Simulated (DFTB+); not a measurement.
**Single-point calculation, with input and output: C2H9FGe2**

C2H9FGe2, computed with GFN2-xTB, R-SCC, dispersion built in (DFTB+ 25.1).

The geometry: force field.

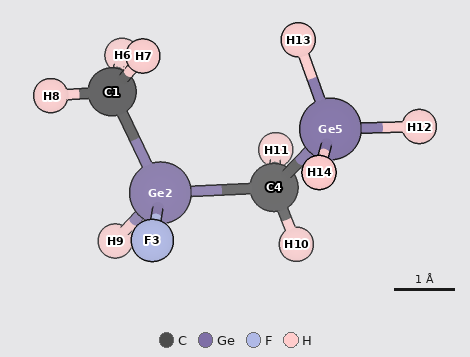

Fig. 1: The structure (ball-and-stick view, seen at a tilt; atoms are numbered from 1 in the order of the input). Sticks mark near contacts. Bond lengths as drawn: C–Ge 1.89 to 1.98 Å, C–H 1.04 to 1.16 Å, F–Ge 1.73 Å and Ge–H 1.53 to 1.61 Å.

**Results in brief**

```tsv
quantity	value
outcome	converged
Mermin free energy	−17.460920 hartree
basis functions	39
HOMO	−11.31 eV
LUMO	−3.78 eV
dipole moment	2.90 D
hardware	1 thread of Intel Xeon (Sapphire Rapids), 32 GiB of memory available, shared host
peak memory	0.072 GiB
```

**Notes**

Settings chosen away from the usual ones: mixer.

**Input file (dftb_in.hsd)**
```
Geometry {
  TypeNames {
    "C" "Ge" "F" "H"
  }
  TypesAndCoordinates [Angstrom] {
    1 -1.510200 -0.888000 0.997700
    2 0.315800 -1.134000 0.570300
    3 1.277300 -0.570000 1.894900
    1 0.872700 -0.155000 -1.052300
    2 0.596000 1.739800 -0.778300
    4 -2.178800 -1.129600 0.115900
    4 -1.702800 0.232300 1.211400
    4 -1.799700 -1.434100 1.863800
    4 0.566800 -2.628300 0.390300
    4 1.856300 -0.385300 -1.285200
    4 0.128200 -0.487100 -1.858700
    4 1.063700 2.515800 -2.016600
    4 -0.941600 2.099000 -0.483500
    4 1.443500 2.195300 0.459200
  }
}
Hamiltonian = xTB {
  Method = "GFN2-xTB"
  MaxSCCIterations = 100
  Mixer = Broyden {}
}
Options {
  WriteResultsTag = Yes
}
ParserOptions {
  ParserVersion = 14
}
```

Run as:
```bash
dftb+ > run.log
```

**What the program printed**
```
|  DFTB+ development version (commit: a23bfb2)

Reading input file 'dftb_in.hsd'
Parser version: 14

--------------------------------------------------------------------------------

Processed input in HSD format written to 'dftb_pin.hsd'

Starting initialization...
--------------------------------------------------------------------------------
OpenMP threads:              1
Chosen random seed:          168061124
Current stacksize:           unlimited
Mode:                        Static calculation
Self consistent charges:     Yes
SCC-tolerance:                 0.100000E-04
Max. scc iterations:                    100
Shell resolved Hubbard:      Yes
Spin polarisation:           No
Nr. of up electrons:            16.000000
Nr. of down electrons:          16.000000
Periodic boundaries:         No
Electronic solver:           Relatively robust
Mixer:                       Broyden mixer
Mixing parameter:                  0.200000
Nr. of chrg. vec. in memory:            100
Max. SCC-cycles:                        100
tblite library version:      0.3.0
-> parametrization:          GFN2-xTB
-> repulsion:                Yes
-> dispersion:               Yes
-> halogen bonding:          No
-> electrostatics:           Yes
   -> isotropic:             Yes
   -> anisotropic:           Yes
   -> third-order:           Yes
Electronic temperature:              0.950045E-03 H      0.258520E-01 eV
Initial charges:             Set automatically (system chrg:   0.000E+00)
Included shells:             C:  s, p
                            Ge:  s, p, d
                             F:  s, p
                             H:  s
Extra options:
                             Mulliken analysis

--------------------------------------------------------------------------------

***  Geometry step: 0

 iSCC Total electronic   Diff electronic      SCC error
    1   -0.17516097E+02    0.00000000E+00    0.14959063E+01
    2   -0.17576081E+02   -0.17516097E+02    0.13117759E+01
    3   -0.17581496E+02   -0.59984500E-01    0.58832872E+00
    4   -0.17580517E+02   -0.54148484E-02    0.44842585E+00
    5   -0.17575450E+02    0.97970634E-03    0.10413517E+00
    6   -0.17576798E+02    0.50662875E-02    0.29584329E-01
    7   -0.17576924E+02   -0.13480317E-02    0.21674606E-01
    8   -0.17577310E+02   -0.12537329E-03    0.63550038E-02
    9   -0.17577372E+02   -0.38667405E-03    0.43189543E-02
   10   -0.17577390E+02   -0.61754815E-04    0.20195727E-02
   11   -0.17577400E+02   -0.18106193E-04    0.65912760E-03
   12   -0.17577399E+02   -0.92730090E-05    0.35426950E-03
   13   -0.17577397E+02    0.41620699E-06    0.98620242E-04
   14   -0.17577396E+02    0.23581902E-05    0.83299883E-04
   15   -0.17577396E+02    0.54551281E-06    0.57951700E-05

Total Energy:                      -17.4609203799 H         -475.1358 eV
Extrapolated to 0K:                -17.4609203799 H         -475.1358 eV
Total Mermin free energy:          -17.4609203799 H         -475.1358 eV
Force related energy:              -17.4609203799 H         -475.1358 eV

--------------------------------------------------------------------------------
--------------------------------------------------------------------------------
SCC                                    +       0.03 ( 87.2%)       0.06 ( 89.2%)
--------------------------------------------------------------------------------
Missing                                +       0.00 ( 12.8%)       0.01 ( 10.8%)
Total                                  =       0.03 (100.0%)       0.06 (100.0%)
--------------------------------------------------------------------------------
```

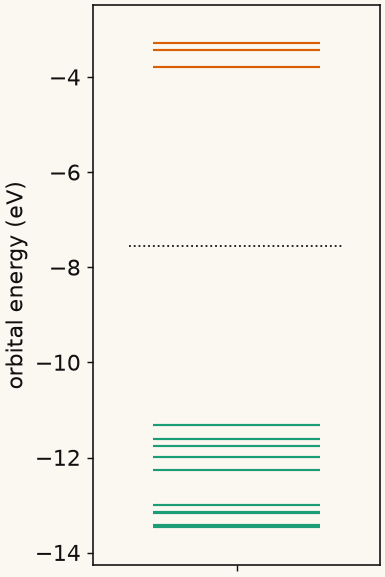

Fig. 2: Orbital energies near the frontier; the dotted line parts filled from empty levels, and levels within 0.02 eV of each other stand side by side. Highest filled −11.31 eV, lowest empty −3.78 eV, 7.53 eV apart.
